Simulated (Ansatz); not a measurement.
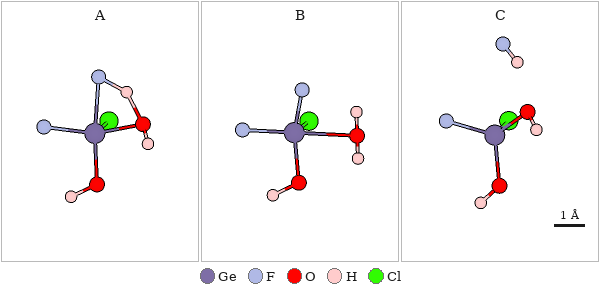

3 geometries from a converged minimum-energy path of GeH3O2ClF2, shuffled. The picture is a ball-and-stick view, seen at a tilt.

Theory: RKS PBE0/def2-SVP (Ansatz). Set-up: 5 movable images; climbing image; force threshold 0.03 eV/Å; iteration limit 60; starting path through a guess of the saddle point.

**Which of them lies highest in energy?**

A. In order along the path, whose images run from 0 to 6: B (image 1, +9.2 kJ/mol), A (image 3, +89.9 kJ/mol), C (image 6, +45.7 kJ/mol). Breaking: F–Ge (1.73 → 3.09 Å), H–O (0.97 → 1.71 Å). Forming: F–H (2.25 → 0.94 Å).

The run took 2.9 min on 4 threads of Intel(R) Xeon(R) Platinum 8259CL CPU @ 2.50GHz (Skylake/Cascade Lake), on a shared host, peak memory 0.37 GiB.
